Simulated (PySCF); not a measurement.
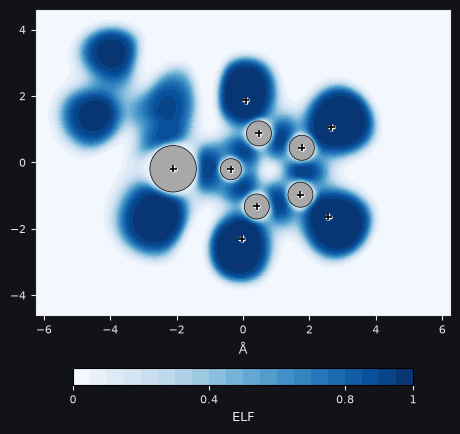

The electron localisation function on a plane through atoms (crosses mark nuclei in the plane; grey discs cover the cores).

Computed with PBE0/pcSseg-1, SCF density, gas phase, non-relativistic (PySCF 2.14.0).

Candidates:
A. C5H10N2Si (SMILES CN[SiH2]n1cccc1)
B. C7H11O2P (SMILES CC(=O)P1CCC(=O)CC1)
C. C4H4F4OSi (SMILES O=C(F)/C(=C/[SiH3])C(F)(F)F)

Question: Which system is this?

Answer: Candidate A: C5H10N2Si on the plane of atoms C5, C6 and H16, which holds Si, N, C and H. C–C (1.36 Å): the ELF peaks at about 0.95 between the atoms: a covalent bond. C–N (1.37 Å): the ELF peaks at about 0.90 between the atoms, as expected for localised, covalent bonding.
